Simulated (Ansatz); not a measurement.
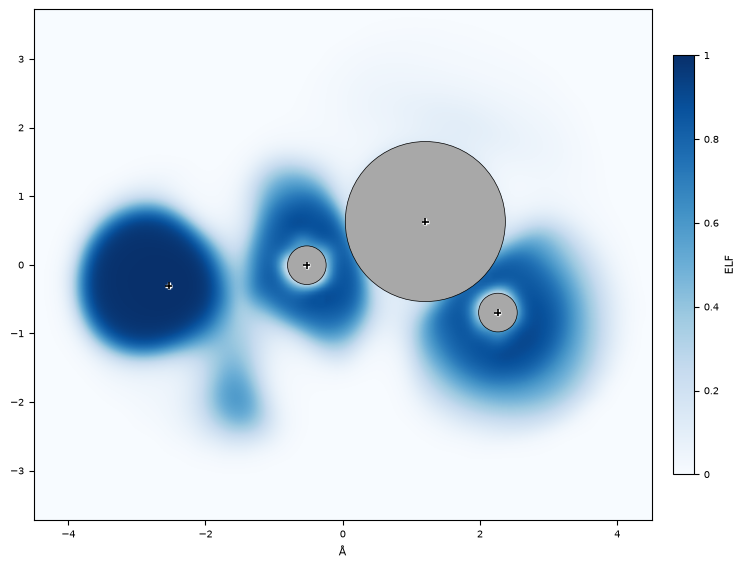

The electron localisation function on a plane through atoms (crosses mark nuclei in the plane; grey discs cover the cores).

All numbers below come from isolated molecule in a Gaussian basis; Kohn-Sham density functional theory, functional PBE0 in Ansatz 0.2.0.

Candidates:
A. CH3FO2SW
B. BCuFGeH2In
C. ClH5NSi2 (doublet)

**Which candidate gave the map?**

Candidate A: CH3FO2SW on the plane of atoms O3, W6 and O4, which holds O, W and H. W–O (1.70 Å): the ELF peaks at about 0.80 in the valence shell of O, 0.5 Å from its nucleus, and drops to about 0.40 between the two atoms.
